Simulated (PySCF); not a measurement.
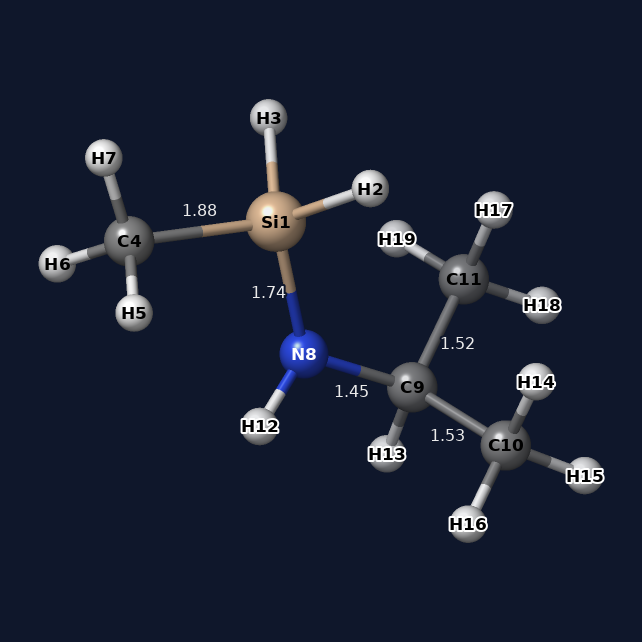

The numbers beside the sticks are distances in Å. Sticks don't show bond order. The computed structure is the end point of a PBE0-D3(BJ)/def2-SVP optimisation. No frequency run is at hand to confirm it as a minimum.

Assign a bond order to each marked bond.

Si1–C4 single; Si1–N8 single; N8–C9 single; C9–C10 single; C9–C11 single.

Write the SMILES.

C[SiH2]NC(C)C
